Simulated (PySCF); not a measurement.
## Two runs on C$_{4}$H$_{8}$OSi

System: C$_{4}$H$_{8}$OSi.
Method of run 1: GIAO PBE0/pcSseg-1 NMR shielding, non-relativistic, gas phase (PySCF 2.14.0).

The geometry comes from this level: PBE0-D3(BJ)/def2-SVP. Text and figures count atoms from 1; the logs count them from 0 in places.

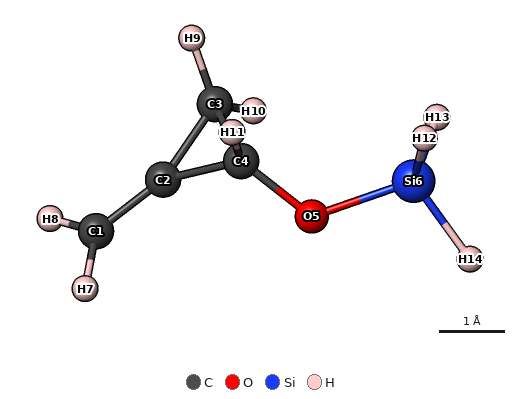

Figure 1. The input geometry (ball-and-stick view, seen at a tilt; atoms are numbered from 1 in the order of the input).

Input file, run 1:
```
{"job": {"kind": "nmr", "xc": "PBE0", "basis": "pcSseg-1", "pop": false}, "charge": 0, "multiplicity": 1}
C      2.142899     0.846903     0.113904
C      1.044478     0.167806     0.399167
C      0.346586    -1.121887     0.468815
C     -0.361367     0.193755     0.790245
O     -1.298992     0.718498    -0.086326
Si    -2.877217     0.167860    -0.124462
H      2.158975     1.939069     0.169899
H      3.062148     0.339394    -0.193351
H      0.551743    -1.821638     1.287512
H      0.090997    -1.599283    -0.484653
H     -0.583466     0.374387     1.853466
H     -3.511356     0.304975     1.224126
H     -2.934144    -1.269634    -0.532873
H     -3.586574     1.015010    -1.118988
```

The first line tells a small driver script what to run in PySCF; the rest is the geometry in Å.

Command:
```bash
OMP_NUM_THREADS=1 python <driver script> task.json out
```

Hardware: 1 CPU thread, shared host.

Output (run 1):
```
coarse grid: 12016 points
cycle   1  E = -521.3381305601  dE =  7.607e-01  |g| = 6.470e-01  |ddm| = 3.405e+00
cycle   2  E = -521.2265443087  dE =  1.116e-01  |g| = 1.012e+00  |ddm| = 1.465e+00
cycle   3  E = -521.4167883949  dE = -1.902e-01  |g| = 1.023e-01  |ddm| = 1.022e+00
cycle   4  E = -521.4187169817  dE = -1.929e-03  |g| = 3.751e-02  |ddm| = 1.282e-01
cycle   5  E = -521.4190605562  dE = -3.436e-04  |g| = 6.942e-03  |ddm| = 4.956e-02
cycle   6  E = -521.4190698682  dE = -9.312e-06  |g| = 2.851e-03  |ddm| = 1.054e-02
final grid: 110944 points
cycle   7  E = -521.4648553624  dE = -1.705e-05  |g| = 8.691e-03  |ddm| = 2.841e-02
cycle   8  E = -521.4648351961  dE =  2.017e-05  |g| = 1.347e-02  |ddm| = 1.681e-02
cycle   9  E = -521.4648696256  dE = -3.443e-05  |g| = 9.977e-04  |ddm| = 1.117e-02
cycle  10  E = -521.4648698663  dE = -2.407e-07  |g| = 1.605e-04  |ddm| = 1.080e-03
cycle  11  E = -521.4648698701  dE = -3.781e-09  |g| = 1.038e-04  |ddm| = 2.382e-04
cycle  12  E = -521.4648698725  dE = -2.457e-09  |g| = 2.320e-05  |ddm| = 8.632e-05
cycle  13  E = -521.4648698726  dE = -1.314e-10  |g| = 4.515e-06  |ddm| = 2.666e-05
converged SCF energy = -521.4648698726

GIAO shielding tensors (ppm)
atom      isotropic    diamagn.    paramagn.     s11        s22        s33       span
  0 C       68.387     255.362    -186.975    -37.551     75.866    166.847    204.397
  1 C       42.011     262.989    -220.977    -55.248     -8.982    190.263    245.511
  2 C      170.165     252.259     -82.094    141.069    158.369    211.059     69.990
  3 C      133.543     244.859    -111.316     90.528    108.116    201.985    111.457
  4 O      305.381     396.222     -90.842    250.552    317.961    347.628     97.076
  5 Si     383.605     878.589    -494.984    338.680    343.887    468.247    129.567
  6 H       25.079      30.043      -4.964     22.517     23.461     29.258      6.741
  7 H       25.361      29.115      -3.754     22.927     23.789     29.368      6.442
  8 H       30.002      30.279      -0.277     25.472     25.900     38.633     13.161
  9 H       30.005      31.143      -1.138     26.053     27.224     36.739     10.686
 10 H       27.615      30.068      -2.453     22.271     26.560     34.014     11.743
 11 H       26.410      27.887      -1.477     23.538     24.543     31.150      7.612
 12 H       26.458      28.683      -2.225     22.985     25.398     30.990      8.005
 13 H       26.570      28.180      -1.610     23.292     24.717     31.702      8.410
```

For run 2 the input was changed thus:
```diff
-"xc": "PBE0"
+"xc": "B97-2"
```

Predict how the results change.

The total energies belong to different methods, so their difference says nothing on which is more stable or more accurate. The HOMO goes from −7.59 to −7.33 eV. Of all shieldings, the largest change is that of Si6, by +7.0 ppm. The functional changes from PBE0 to B97-2. The SCF takes 14 iterations against 13.

Output (run 2):
```
coarse grid: 12016 points
cycle   1  E = -521.6646754623  dE =  7.325e-01  |g| = 6.709e-01  |ddm| = 3.416e+00
cycle   2  E = -521.5254923332  dE =  1.392e-01  |g| = 1.086e+00  |ddm| = 1.581e+00
cycle   3  E = -521.7492703157  dE = -2.238e-01  |g| = 1.093e-01  |ddm| = 1.136e+00
cycle   4  E = -521.7515544170  dE = -2.284e-03  |g| = 4.111e-02  |ddm| = 1.440e-01
cycle   5  E = -521.7519686838  dE = -4.143e-04  |g| = 7.783e-03  |ddm| = 5.442e-02
cycle   6  E = -521.7519802344  dE = -1.155e-05  |g| = 3.647e-03  |ddm| = 1.207e-02
cycle   7  E = -521.7519833449  dE = -3.110e-06  |g| = 1.062e-03  |ddm| = 3.784e-03
final grid: 110944 points
cycle   8  E = -521.7919298986  dE = -4.159e-05  |g| = 5.739e-03  |ddm| = 3.023e-02
cycle   9  E = -521.7919209301  dE =  8.968e-06  |g| = 8.800e-03  |ddm| = 1.050e-02
cycle  10  E = -521.7919349482  dE = -1.402e-05  |g| = 7.610e-04  |ddm| = 7.013e-03
cycle  11  E = -521.7919350442  dE = -9.602e-08  |g| = 2.764e-04  |ddm| = 7.908e-04
cycle  12  E = -521.7919350625  dE = -1.836e-08  |g| = 7.255e-05  |ddm| = 2.694e-04
cycle  13  E = -521.7919350637  dE = -1.169e-09  |g| = 1.787e-05  |ddm| = 8.149e-05
cycle  14  E = -521.7919350638  dE = -6.685e-11  |g| = 4.577e-06  |ddm| = 2.235e-05
converged SCF energy = -521.7919350638

GIAO shielding tensors (ppm)
atom      isotropic    diamagn.    paramagn.     s11        s22        s33       span
  0 C       70.320     255.346    -185.026    -32.924     78.438    165.445    198.368
  1 C       44.591     263.048    -218.457    -49.802     -6.337    189.913    239.715
  2 C      169.602     252.420     -82.818    140.855    157.843    210.108     69.253
  3 C      133.339     245.072    -111.733     90.692    108.207    201.119    110.428
  4 O      303.576     396.628     -93.051    251.563    314.886    344.280     92.717
  5 Si     390.637     878.702    -488.066    348.114    353.135    470.661    122.547
  6 H       25.241      30.225      -4.985     22.718     23.628     29.376      6.657
  7 H       25.523      29.271      -3.747     23.122     23.959     29.489      6.368
  8 H       30.105      30.402      -0.297     25.626     26.077     38.612     12.986
  9 H       30.109      31.408      -1.299     26.211     27.384     36.731     10.520
 10 H       27.721      30.213      -2.492     22.382     26.696     34.085     11.702
 11 H       26.623      28.069      -1.447     23.768     24.769     31.332      7.564
 12 H       26.670      28.911      -2.241     23.217     25.620     31.172      7.955
 13 H       26.798      28.367      -1.569     23.534     24.953     31.909      8.374
```

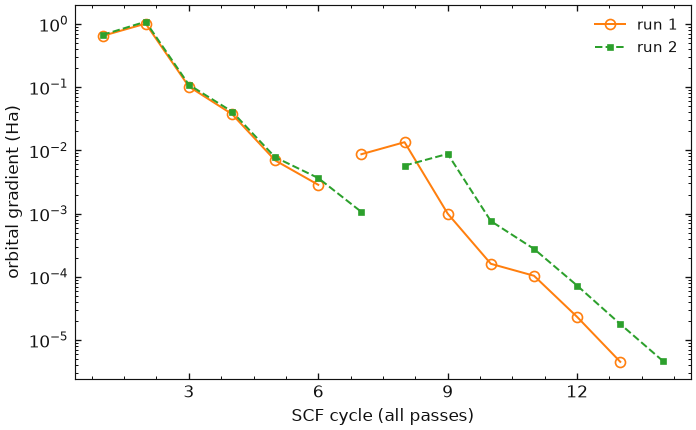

Figure 2. Convergence of the two runs: orbital gradient against the SCF cycle. A break in a curve parts two SCF passes (coarse and final grid). Run 1 takes 13 cycles in all, and run 2 takes 14.

The two runs side by side:

```csv
quantity,run 1,run 2
outcome,converged,converged
total energy (hartree),−521.464870,−521.791935
HOMO (eV),−7.59,−7.33
LUMO (eV),−0.29,−0.34
dipole moment (D),1.08,1.08
shielding of C1 (ppm),68.4,70.3
shielding of C2 (ppm),42.0,44.6
shielding of C3 (ppm),170.2,169.6
shielding of O5 (ppm),305.4,303.6
shielding of Si6 (ppm),383.6,390.6
shielding of H12 (ppm),26.4,26.6
shielding of H14 (ppm),26.6,26.8
SCF iterations,13,14
basis functions,149,149
wall time (shared host),12 s,12 s
```
